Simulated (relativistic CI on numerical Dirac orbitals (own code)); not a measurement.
```
atom Zr  Z=40  charge=3  electrons=37
nucleus A=90  rms_radius_fm=4.2694
hamiltonian dirac-coulomb  breit=on  qed=on  c_scale=1
orbitals kli  potential=per-configuration
slater_scale 0.8
correlation none
mixing on
configurations
  [Kr] 4d
  [He] 2s2 2p5 3s2 3p6 3d10 4s2 4p6 4d2
end
absorption L2,3 T=300 lorentz=2.4 gauss=0.5
crystal_field Td 10Dq=-6000
```

Multiplet model: relativistic Dirac–Coulomb–Breit theory, one configuration a step, Slater integrals scaled by 0.8, 300 K, Voigt broadening (Lorentzian 2.4 eV, Gaussian 0.5 eV full widths), computed with a radial Dirac CI code. Dichroism is for the ground state at zero temperature, magnetised by an exchange field of 10 meV on Sz (linear: z less the mean of x and y).

The L₂,₃ X-ray absorption spectrum that results:

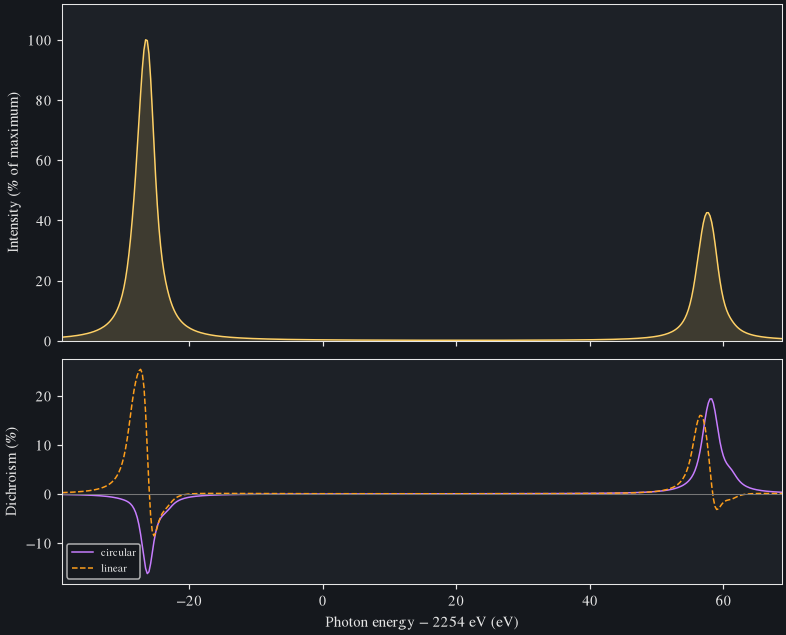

The main maxima lie at 2227.6 eV (100) and 2311.6 eV (43), heights in % of the largest; the centroid is at 2253.8 eV. The lower edge holds 0.69 of the intensity (branching ratio, edges parted at 2270 eV), and the core spin-orbit splitting of the orbitals is 87.6 eV. The ground state has S = 0.50. The circular dichroism (Δm = −1 less Δm = +1) is largest at 2312.2 eV, 19 % of the isotropic maximum; its integrals over the lower and upper edge are −0.029 and 0.044 of the sum over the three polarisations. The magnetised ground state has ⟨Lz⟩ = 0.31 and ⟨Sz⟩ = −0.50.

Known limits: free-ion energies, so absolute edge positions are off by a few eV from solids.
